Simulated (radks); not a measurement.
# Shell filling in a hard-walled sphere of radius 8.67 bohr*, N = 8 to 12

Which level does each new electron take in a hard-walled sphere of radius 8.67 bohr*, and at which counts is the dot hardest to charge further? Each count tries a few candidate levels and keeps the lowest.

Method: non-relativistic spin-polarised Kohn-Sham, LDA (Slater exchange, Perdew-Wang correlation), spherically averaged shells; computed with radks, version 2.

## Step 1: The model

```
well                     : a hard-walled sphere of radius 8.67 bohr*
functional               : LDA (Slater exchange, Perdew-Wang correlation)
levels                   : named by radial order: 1s, 1p, 1d, 2s, 1f and so on
units                    : effective atomic units, hartree* and bohr*
configuration carried in : 1s2 1p(up 3, down 2) (N = 7, energy 3.818380)
```

The runs follow, count by count.

## Step 2: 8 electrons

Trying: add 1p down. Settings of this run:

```ini
kind = hard wall
xc = PW
radius = 8.67  # bohr
z = 0  # e
electrons = 8
background = 0  # e
configuration = 1s2 1p6
```

The run is started by

```bash
$ python run_model.py task.json out
```

task.json names the series; the program runs every candidate in turn, and a move starts from the lowest state found so far. In the records, mag is the spin moment and err the last SCF error; their hartree and bohr are effective units.

From the run's result record (rounded, not every field):

```text
{
  "status": "converged",
  "energy_total [hartree]": 4.9470001,
  "energy_kinetic [hartree]": 1.236531,
  "energy_external [hartree]": 0.0,
  "energy_hartree [hartree]": 4.914395,
  "energy_xc [hartree]": -1.203926,
  "energy_background [hartree]": 0.0,
  "orbitals [level, occupation, hartree, mean radius in bohr]": [
    ["1s up", 1, 1.16141, 5.81208],
    ["1p up", 3, 1.19632, 6.01552],
    ["1s down", 1, 1.16141, 5.81208],
    ["1p down", 3, 1.19632, 6.01552]
  ],
  "r2_mean [bohr^2]": 37.01264,
  "mag [bohr magneton]": 0,
  "err": 4.8e-11,
  "alpha [bohr^3]": 350.5959
}
```

Trying: add 1d up. Changed: configuration = 1s2 1p(up 3, down 2) 1d(up 1, down 0).

Result:

```text
{
  "status": "converged",
  "energy_total [hartree]": 5.00056364,
  "energy_kinetic [hartree]": 1.310035,
  "energy_external [hartree]": 0.0,
  "energy_hartree [hartree]": 4.901876,
  "energy_xc [hartree]": -1.211347,
  "energy_background [hartree]": 0.0,
  "orbitals [level, occupation, hartree, mean radius in bohr]": [
    ["1s up", 1, 1.15289, 5.81446],
    ["1p up", 3, 1.18774, 6.01455],
    ["1d up", 1, 1.24884, 6.20202],
    ["1s down", 1, 1.16762, 5.79296],
    ["1p down", 2, 1.20288, 6.00688]
  ],
  "r2_mean [bohr^2]": 37.21921,
  "mag [bohr magneton]": 2,
  "err": 7.8e-10
}
```

Trying: add 1d down. Changed: configuration = 1s2 1p(up 3, down 2) 1d(up 0, down 1).

Result:

```text
{
  "status": "converged",
  "energy_total [hartree]": 5.00810155,
  "energy_kinetic [hartree]": 1.31004,
  "energy_external [hartree]": 0.0,
  "energy_hartree [hartree]": 4.901747,
  "energy_xc [hartree]": -1.203685,
  "energy_background [hartree]": 0.0,
  "orbitals [level, occupation, hartree, mean radius in bohr]": [
    ["1s up", 1, 1.15966, 5.79931],
    ["1p up", 3, 1.19478, 6.00743],
    ["1s down", 1, 1.15984, 5.81093],
    ["1p down", 2, 1.19477, 6.01521],
    ["1d down", 1, 1.25588, 6.20436]
  ],
  "r2_mean [bohr^2]": 37.22057,
  "mag [bohr magneton]": 0,
  "err": 6.1e-10
}
```

| candidate | configuration | above the lowest (hartree*) |
| --- | --- | --- |
| add 1p down | 1s2 1p6 | lowest |
| add 1d up | 1s2 1p(up 3, down 2) 1d(up 1, down 0) | 0.0536 |
| add 1d down | 1s2 1p(up 3, down 2) 1d(up 0, down 1) | 0.0611 |

Lowest: 1s2 1p6.

From the same record, its empty bound levels (hartree) and its density (bohr, e/bohr³):

```text
empty: [["1d up", 1.2574], ["2s up", 1.4171], ["1f up", 1.3411], ["1d down", 1.2574], ["2s down", 1.4171], ["1f down", 1.3411]]
r: [0.2434, 0.675, 1.107, 1.538, 1.97, 2.402, 2.833, 3.265, 3.697, 4.129, 4.56, 4.992, 5.424, 5.855, 6.287, 6.719, 7.15, 7.582, 8.014, 8.445]
n: [0.0003181, 0.0003677, 0.0004688, 0.0006299, 0.0008643, 0.001186, 0.00161, 0.002149, 0.002801, 0.003546, 0.004328, 0.005056, 0.005588, 0.005762, 0.005439, 0.004575, 0.003295, 0.001882, 0.0007131, 8.242e-05]
```

## Step 3: N = 9

Trying: add 1d up. Settings of this run:

```ini
kind = hard wall
xc = PW
radius = 8.67  # bohr
z = 0  # e
electrons = 9
background = 0  # e
configuration = 1s2 1p6 1d(up 1, down 0)
```

From the run's result record (rounded, not every field):

```text
{
  "status": "converged",
  "energy_total [hartree]": 6.27073068,
  "energy_kinetic [hartree]": 1.528768,
  "energy_external [hartree]": 0.0,
  "energy_hartree [hartree]": 6.144746,
  "energy_xc [hartree]": -1.402783,
  "energy_background [hartree]": 0.0,
  "orbitals [level, occupation, hartree, mean radius in bohr]": [
    ["1s up", 1, 1.2969, 5.89798],
    ["1p up", 3, 1.33049, 6.07753],
    ["1d up", 1, 1.39014, 6.25111],
    ["1s down", 1, 1.30369, 5.88408],
    ["1p down", 3, 1.33752, 6.07074]
  ],
  "r2_mean [bohr^2]": 38.00213,
  "mag [bohr magneton]": 1,
  "err": 6.1e-10
}
```

Trying: add 1f up. Changed: configuration = 1s2 1p6 1f(up 1, down 0).

Result:

```text
{
  "status": "converged",
  "energy_total [hartree]": 6.35306677,
  "energy_kinetic [hartree]": 1.622709,
  "energy_external [hartree]": 0.0,
  "energy_hartree [hartree]": 6.132262,
  "energy_xc [hartree]": -1.401904,
  "energy_background [hartree]": 0.0,
  "orbitals [level, occupation, hartree, mean radius in bohr]": [
    ["1s up", 1, 1.29554, 5.89609],
    ["1p up", 3, 1.32917, 6.07699],
    ["1f up", 1, 1.47118, 6.40484],
    ["1s down", 1, 1.30217, 5.87461],
    ["1p down", 3, 1.33616, 6.06456]
  ],
  "r2_mean [bohr^2]": 38.16331,
  "mag [bohr magneton]": 1,
  "err": 1.5e-09
}
```

| candidate | configuration | above the lowest (hartree*) |
| --- | --- | --- |
| add 1d up | 1s2 1p6 1d(up 1, down 0) | lowest |
| add 1f up | 1s2 1p6 1f(up 1, down 0) | 0.0823 |

The series goes on from 1s2 1p6 1d(up 1, down 0).

## Step 4: N = 10

Trying: add 1d up. Settings of this run:

```ini
kind = hard wall
xc = PW
radius = 8.67  # bohr
z = 0  # e
electrons = 10
background = 0  # e
configuration = 1s2 1p6 1d(up 2, down 0)
```

From the run's result record (rounded, not every field):

```text
{
  "status": "converged",
  "energy_total [hartree]": 7.72742295,
  "energy_kinetic [hartree]": 1.828936,
  "energy_external [hartree]": 0.0,
  "energy_hartree [hartree]": 7.510857,
  "energy_xc [hartree]": -1.61237,
  "energy_background [hartree]": 0.0,
  "orbitals [level, occupation, hartree, mean radius in bohr]": [
    ["1s up", 1, 1.43243, 5.97339],
    ["1p up", 3, 1.4649, 6.13339],
    ["1d up", 2, 1.52329, 6.29377],
    ["1s down", 1, 1.44534, 5.94963],
    ["1p down", 3, 1.47823, 6.12147]
  ],
  "r2_mean [bohr^2]": 38.84558,
  "mag [bohr magneton]": 2,
  "err": 7e-10
}
```

Trying: add 1d down. Changed: configuration = 1s2 1p6 1d(up 1, down 1).

Result:

```text
{
  "status": "converged",
  "energy_total [hartree]": 7.73421409,
  "energy_kinetic [hartree]": 1.828999,
  "energy_external [hartree]": 0.0,
  "energy_hartree [hartree]": 7.510705,
  "energy_xc [hartree]": -1.60549,
  "energy_background [hartree]": 0.0,
  "orbitals [level, occupation, hartree, mean radius in bohr]": [
    ["1s up", 1, 1.43852, 5.96268],
    ["1p up", 3, 1.47118, 6.12804],
    ["1d up", 1, 1.52971, 6.29148],
    ["1s down", 1, 1.43852, 5.96268],
    ["1p down", 3, 1.47118, 6.12804],
    ["1d down", 1, 1.52971, 6.29148]
  ],
  "r2_mean [bohr^2]": 38.84722,
  "mag [bohr magneton]": 0,
  "err": 6e-10
}
```

Trying: add 1f up. Changed: configuration = 1s2 1p6 1d(up 1, down 0) 1f(up 1, down 0).

Result:

```text
{
  "status": "converged",
  "energy_total [hartree]": 7.80851992,
  "energy_kinetic [hartree]": 1.921905,
  "energy_external [hartree]": 0.0,
  "energy_hartree [hartree]": 7.498427,
  "energy_xc [hartree]": -1.611812,
  "energy_background [hartree]": 0.0,
  "orbitals [level, occupation, hartree, mean radius in bohr]": [
    ["1s up", 1, 1.43119, 5.97144],
    ["1p up", 3, 1.4637, 6.13256],
    ["1d up", 1, 1.52211, 6.29342],
    ["1f up", 1, 1.60321, 6.43814],
    ["1s down", 1, 1.44397, 5.94121],
    ["1p down", 3, 1.47699, 6.11587]
  ],
  "r2_mean [bohr^2]": 38.98188,
  "mag [bohr magneton]": 2,
  "err": 7.1e-10
}
```

Trying: move 1d up to 1d down: the same state as a run above.

| candidate | configuration | above the lowest (hartree*) |
| --- | --- | --- |
| add 1d up | 1s2 1p6 1d(up 2, down 0) | lowest |
| add 1d down | 1s2 1p6 1d(up 1, down 1) | 0.00679 |
| add 1f up | 1s2 1p6 1d(up 1, down 0) 1f(up 1, down 0) | 0.0811 |
| move 1d up to 1d down | 1s2 1p6 1d(up 1, down 1) | 0.00679 |

Kept: 1s2 1p6 1d(up 2, down 0).

From the same record, its empty bound levels (hartree) and its density (bohr, e/bohr³):

```text
empty: [["2s up", 1.7049], ["1f up", 1.6044], ["2p up", 1.8095], ["1d down", 1.5369], ["2s down", 1.7102], ["1f down", 1.6182], ["2p down", 1.8167]]
r: [0.2493, 0.6807, 1.112, 1.543, 1.975, 2.406, 2.838, 3.269, 3.7, 4.132, 4.563, 4.995, 5.426, 5.857, 6.289, 6.72, 7.151, 7.583, 8.014, 8.446]
n: [0.0002154, 0.0002525, 0.0003296, 0.0004577, 0.0006538, 0.0009395, 0.001343, 0.001889, 0.002602, 0.003487, 0.004508, 0.005576, 0.006521, 0.007106, 0.007071, 0.006249, 0.004698, 0.002779, 0.001082, 0.0001256]
```

## Step 5: 11 electrons

Trying: add 1d up. Settings of this run:

```ini
kind = hard wall
xc = PW
radius = 8.67  # bohr
z = 0  # e
electrons = 11
background = 0  # e
configuration = 1s2 1p6 1d(up 3, down 0)
```

From the run's result record (rounded, not every field):

```text
{
  "status": "converged",
  "energy_total [hartree]": 9.31737602,
  "energy_kinetic [hartree]": 2.137127,
  "energy_external [hartree]": 0.0,
  "energy_hartree [hartree]": 9.011873,
  "energy_xc [hartree]": -1.831624,
  "energy_background [hartree]": 0.0,
  "orbitals [level, occupation, hartree, mean radius in bohr]": [
    ["1s up", 1, 1.56785, 6.04061],
    ["1p up", 3, 1.59937, 6.18428],
    ["1d up", 3, 1.65663, 6.33319],
    ["1s down", 1, 1.58639, 6.00959],
    ["1p down", 3, 1.61843, 6.16832]
  ],
  "r2_mean [bohr^2]": 39.58072,
  "mag [bohr magneton]": 3,
  "err": 1.7e-09
}
```

Trying: add 1d down. Changed: configuration = 1s2 1p6 1d(up 2, down 1).

Result:

```text
{
  "status": "converged",
  "energy_total [hartree]": 9.33027619,
  "energy_kinetic [hartree]": 2.137188,
  "energy_external [hartree]": 0.0,
  "energy_hartree [hartree]": 9.011642,
  "energy_xc [hartree]": -1.818554,
  "energy_background [hartree]": 0.0,
  "orbitals [level, occupation, hartree, mean radius in bohr]": [
    ["1s up", 1, 1.57342, 6.03202],
    ["1p up", 3, 1.60509, 6.17989],
    ["1d up", 2, 1.66246, 6.33128],
    ["1s down", 1, 1.57953, 6.02196],
    ["1p down", 3, 1.61137, 6.17472],
    ["1d down", 1, 1.66887, 6.32899]
  ],
  "r2_mean [bohr^2]": 39.58269,
  "mag [bohr magneton]": 1,
  "err": 7.7e-10
}
```

Trying: add 1f up. Changed: configuration = 1s2 1p6 1d(up 2, down 0) 1f(up 1, down 0).

Result:

```text
{
  "status": "converged",
  "energy_total [hartree]": 9.39734714,
  "energy_kinetic [hartree]": 2.229167,
  "energy_external [hartree]": 0.0,
  "energy_hartree [hartree]": 8.99951,
  "energy_xc [hartree]": -1.83133,
  "energy_background [hartree]": 0.0,
  "orbitals [level, occupation, hartree, mean radius in bohr]": [
    ["1s up", 1, 1.56672, 6.03868],
    ["1p up", 3, 1.59827, 6.18331],
    ["1d up", 2, 1.65556, 6.33266],
    ["1f up", 1, 1.73554, 6.46931],
    ["1s down", 1, 1.58514, 6.0021],
    ["1p down", 3, 1.6173, 6.16324]
  ],
  "r2_mean [bohr^2]": 39.69754,
  "mag [bohr magneton]": 3,
  "err": 1.6e-09
}
```

Trying: move 1d up to 1d down: the same state as a run above.

Trying: move 1p down to 1d up. Changed: configuration = 1s2 1p(up 3, down 2) 1d(up 4, down 0).

Result:

```text
{
  "status": "converged",
  "energy_total [hartree]": 9.34901369,
  "energy_kinetic [hartree]": 2.207193,
  "energy_external [hartree]": 0.0,
  "energy_hartree [hartree]": 9.000278,
  "energy_xc [hartree]": -1.858457,
  "energy_background [hartree]": 0.0,
  "orbitals [level, occupation, hartree, mean radius in bohr]": [
    ["1s up", 1, 1.56151, 6.03996],
    ["1p up", 3, 1.59302, 6.1824],
    ["1d up", 4, 1.65031, 6.33076],
    ["1s down", 1, 1.59305, 5.99485],
    ["1p down", 2, 1.62534, 6.16105]
  ],
  "r2_mean [bohr^2]": 39.70172,
  "mag [bohr magneton]": 5,
  "err": 1.3e-09
}
```

| candidate | configuration | above the lowest (hartree*) |
| --- | --- | --- |
| add 1d up | 1s2 1p6 1d(up 3, down 0) | lowest |
| add 1d down | 1s2 1p6 1d(up 2, down 1) | 0.0129 |
| add 1f up | 1s2 1p6 1d(up 2, down 0) 1f(up 1, down 0) | 0.0800 |
| move 1d up to 1d down | 1s2 1p6 1d(up 2, down 1) | 0.0129 |
| move 1p down to 1d up | 1s2 1p(up 3, down 2) 1d(up 4, down 0) | 0.0316 |

The series goes on from 1s2 1p6 1d(up 3, down 0).

## Step 6: N = 12

Trying: add 1d up. Settings of this run:

```ini
kind = hard wall
xc = PW
radius = 8.67  # bohr
z = 0  # e
electrons = 12
background = 0  # e
configuration = 1s2 1p6 1d(up 4, down 0)
```

From the run's result record (rounded, not every field):

```text
{
  "status": "converged",
  "energy_total [hartree]": 11.040712,
  "energy_kinetic [hartree]": 2.453386,
  "energy_external [hartree]": 0.0,
  "energy_hartree [hartree]": 10.64707,
  "energy_xc [hartree]": -2.05974,
  "energy_background [hartree]": 0.0,
  "orbitals [level, occupation, hartree, mean radius in bohr]": [
    ["1s up", 1, 1.7031, 6.10116],
    ["1p up", 3, 1.73378, 6.23105],
    ["1d up", 4, 1.79004, 6.36986],
    ["1s down", 1, 1.72684, 6.0647],
    ["1p down", 3, 1.75813, 6.21178]
  ],
  "r2_mean [bohr^2]": 40.23253,
  "mag [bohr magneton]": 4,
  "err": 1.5e-09
}
```

Trying: add 1d down. Changed: configuration = 1s2 1p6 1d(up 3, down 1).

Result:

```text
{
  "status": "converged",
  "energy_total [hartree]": 11.0592059,
  "energy_kinetic [hartree]": 2.453398,
  "energy_external [hartree]": 0.0,
  "energy_hartree [hartree]": 10.64681,
  "energy_xc [hartree]": -2.040998,
  "energy_background [hartree]": 0.0,
  "orbitals [level, occupation, hartree, mean radius in bohr]": [
    ["1s up", 1, 1.70826, 6.09412],
    ["1p up", 3, 1.73906, 6.22734],
    ["1d up", 3, 1.79541, 6.36822],
    ["1s down", 1, 1.71997, 6.07644],
    ["1p down", 3, 1.75107, 6.21803],
    ["1d down", 1, 1.80765, 6.36397]
  ],
  "r2_mean [bohr^2]": 40.23421,
  "mag [bohr magneton]": 2,
  "err": 9.2e-10
}
```

Trying: add 1f up. Changed: configuration = 1s2 1p6 1d(up 3, down 0) 1f(up 1, down 0).

Result:

```text
{
  "status": "converged",
  "energy_total [hartree]": 11.1196526,
  "energy_kinetic [hartree]": 2.544536,
  "energy_external [hartree]": 0.0,
  "energy_hartree [hartree]": 10.63478,
  "energy_xc [hartree]": -2.059664,
  "energy_background [hartree]": 0.0,
  "orbitals [level, occupation, hartree, mean radius in bohr]": [
    ["1s up", 1, 1.70206, 6.09929],
    ["1p up", 3, 1.73277, 6.22999],
    ["1d up", 3, 1.78905, 6.36922],
    ["1f up", 1, 1.868, 6.49862],
    ["1s down", 1, 1.7257, 6.058],
    ["1p down", 3, 1.75709, 6.20716]
  ],
  "r2_mean [bohr^2]": 40.33378,
  "mag [bohr magneton]": 4,
  "err": 1.2e-09
}
```

Trying: move 1d up to 1d down: the same state as a run above.

Trying: move 1p down to 1d up. Changed: configuration = 1s2 1p(up 3, down 2) 1d(up 5, down 0).

Result:

```text
{
  "status": "converged",
  "energy_total [hartree]": 11.0662773,
  "energy_kinetic [hartree]": 2.522525,
  "energy_external [hartree]": 0.0,
  "energy_hartree [hartree]": 10.63567,
  "energy_xc [hartree]": -2.091917,
  "energy_background [hartree]": 0.0,
  "orbitals [level, occupation, hartree, mean radius in bohr]": [
    ["1s up", 1, 1.69723, 6.10022],
    ["1p up", 3, 1.72792, 6.22917],
    ["1d up", 5, 1.7842, 6.36757],
    ["1s down", 1, 1.73355, 6.05115],
    ["1p down", 2, 1.76506, 6.20494]
  ],
  "r2_mean [bohr^2]": 40.3374,
  "mag [bohr magneton]": 6,
  "err": 6e-10
}
```

| candidate | configuration | above the lowest (hartree*) |
| --- | --- | --- |
| add 1d up | 1s2 1p6 1d(up 4, down 0) | lowest |
| add 1d down | 1s2 1p6 1d(up 3, down 1) | 0.0185 |
| add 1f up | 1s2 1p6 1d(up 3, down 0) 1f(up 1, down 0) | 0.0789 |
| move 1d up to 1d down | 1s2 1p6 1d(up 3, down 1) | 0.0185 |
| move 1p down to 1d up | 1s2 1p(up 3, down 2) 1d(up 5, down 0) | 0.0256 |

The series goes on from 1s2 1p6 1d(up 4, down 0).

From the same record, its empty bound levels (hartree) and its density (bohr, e/bohr³):

```text
empty: [["2s up", 1.9914], ["1f up", 1.869], ["2p up", 2.0926], ["1d down", 1.8149], ["2s down", 2.0012], ["1f down", 1.8941], ["2p down", 2.1056]]
r: [0.2537, 0.6849, 1.116, 1.547, 1.978, 2.41, 2.841, 3.272, 3.703, 4.134, 4.565, 4.996, 5.428, 5.859, 6.29, 6.721, 7.152, 7.583, 8.015, 8.446]
n: [0.0001522, 0.0001807, 0.0002411, 0.000345, 0.0005107, 0.0007652, 0.001141, 0.00168, 0.002423, 0.003399, 0.004601, 0.005957, 0.007295, 0.008313, 0.008637, 0.007948, 0.006195, 0.003781, 0.001499, 0.0001766]
```

## Step 7: Collected

| N | configuration | unpaired | chemical potential (hartree*) | addition energy (hartree*) | rms radius (bohr*) |
| --- | --- | --- | --- | --- | --- |
| 8 | 1s2 1p6 | 0 | 1.129 | 0.195 | 6.08 |
| 9 | 1s2 1p6 1d(up 1, down 0) | 1 | 1.324 | 0.133 | 6.16 |
| 10 | 1s2 1p6 1d(up 2, down 0) | 2 | 1.457 | 0.133 | 6.23 |
| 11 | 1s2 1p6 1d(up 3, down 0) | 3 | 1.590 | 0.133 | 6.29 |
| 12 | 1s2 1p6 1d(up 4, down 0) | 4 | 1.723 | - | 6.34 |

Chemical potential E(N) - E(N-1); addition energy E(N+1) + E(N-1) - 2E(N).

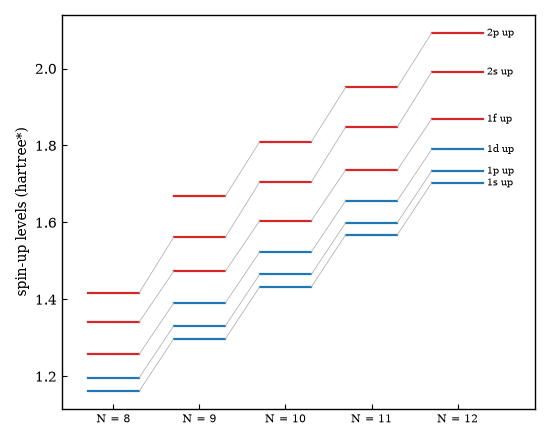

Spin-up levels of the kept configurations; wholly or partly filled blue, empty red.

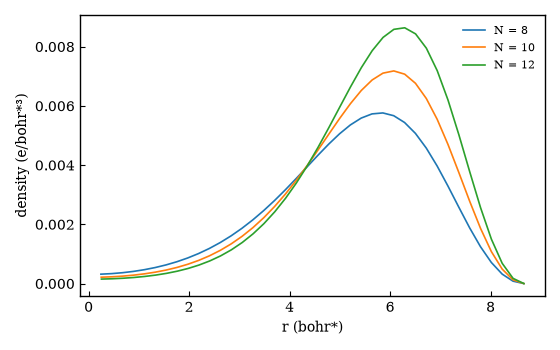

Electron densities along the radius.

## Step 8: Outcome

| quantity | value |
| --- | --- |
| closed shells at N | 8 |
| largest addition energy | 0.195 hartree* at N = 8 (of N = 8 to 11) |
| most unpaired electrons | 4 at N = 12 |
| polarisability at N = 8 | 350.6 bohr*³ |
| configuration at N = 12 | 1s2 1p6 1d(up 4, down 0) |

Shells close at N = 8, and the second difference peaks there. Among the lowest states kept at each count, up to 4 electrons are unpaired (N = 12), since exchange favours parallel spins. Only a few candidates are tried at each count, so a lower state may have been missed.
